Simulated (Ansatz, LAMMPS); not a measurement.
# Static equation of state of rapidly quenched Si57Al14Cu29 (at. %) (111 atoms)

Density of this cell: 4.06 g/cm³. The cell holds 111 atoms: 63 Si, 16 Al and 32 Cu. Cell: a = 12.205 Å, b = 12.131 Å, c = 11.706 Å, α = 89.7°, β = 88.7°, γ = 90.8°. The starting structure: 111 atoms (63 Si, 16 Al, 32 Cu) placed at random at 3.66 g/cm³, melted at 2000 K for 10 ps at fixed volume with the MEAM Al-Si-Mg-Cu-Fe potential (Jelinek et al., Phys. Rev. B 85, 245102 (2012)). Quenched from 2000 K to 300 K at 10 K/ps and zero pressure, held 5 ps, then minimised at fixed cell.

Calculated with Ansatz 0.2.0: Kohn-Sham DFT, PBE, PAW (set soft_1), plane waves; cutoff 420 eV, Γ point, gaussian smearing of 0.025 eV. Cell and atoms were relaxed first, to V0 = 15.609 Å³ an atom at a residual P0 = -0.009 GPa. The cell was then scaled evenly, and the atoms were relaxed at each volume.

```
volume (Å³/atom)  pressure (GPa)
          14.048           7.829
          14.673               ?
          15.141           2.665
          16.077          -1.812
          16.546          -3.478
```

Task: Fit the third-order Birch–Murnaghan equation to the rows given and interpolate to the withheld row.

**Working.**

Take the Eulerian strain f = ½[(V0/V)^(2/3) − 1] and the normalised pressure F = (P − P0) / [3f(1 + 2f)^(5/2)]. The third-order Birch–Murnaghan equation is then the line F = B0 + (3/2)B0(B′ − 4) f, so u = f and v = F.

```
      u = f  v = F (GPa)
  0.0363832      60.2409
  0.0102566      82.5818
-0.00975653      64.7354
 -0.0190502      66.8874
```

With n = 4: mean u = 0.00445825, mean v = 68.6114, Σ(u − ū)² = 0.0018075, Σ(u − ū)(v − v̄) = -0.090598. Slope b = -0.090598 / 0.0018075 = -50.123; intercept a = v̄ − b ū = 68.835.

So B0 = a = 68.8 GPa and B′ = 4 + 2b/(3a) = 3.51. At the withheld volume f = 0.02106, F = a + b f = 67.78 GPa, and P = P0 + 3f(1 + 2f)^(5/2) F.

Prediction at 14.673: 4.738 GPa. The run gave 4.416 GPa, so the fit is high by 0.32 GPa (7.3 % of the value).

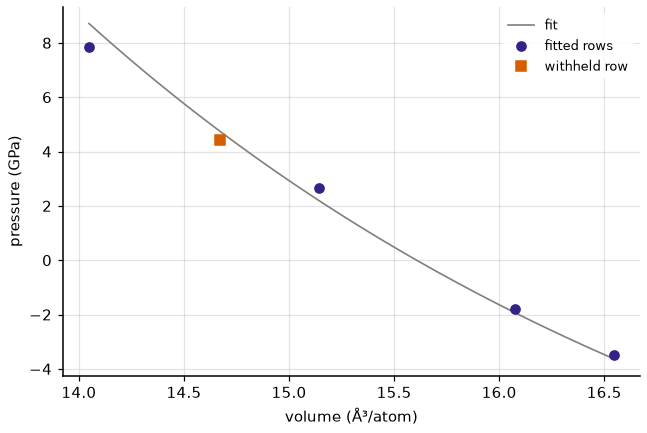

The fit, the rows that it rests on and the withheld row.

The series isn't one smooth equation of state: even a line fitted to all rows, the withheld one included, misses F by up to 18.5 %, the count of bonds changes along the series, an atom moves over 0.5 Å in some relaxation and a scaled cell ends below the relaxed one in energy. B0 and B′ are then only the numbers of this fit, not moduli of the material. Among the rows given, the largest miss of the fit is at 14.048, by 0.88 GPa (7.8 % of the range of the table).

Limits: Static cells at zero temperature; the cell shape is held. The program notes that the SCF threshold of these relaxations is loose for the stress. The quench rate of 10 K/ps is many orders above laboratory rates, so the cell is likely richer in defects and strain than a real sample. The network of bonds at the start is that of the classical potential that made the cell, and needn't be the one that DFT or experiment would give. Only the Γ point is sampled, in a cell whose shortest periodic width is 12 Å.

[Logs are printed without paths, hosts, clocks, repeated set-up lines and the standing remarks that a program may print on its own settings, such as how far it seeks lower states.]

[Hosts, paths, dates, database ids (printed as entryN), source tags and the programs' standing remarks are cut or masked in the printed files.]
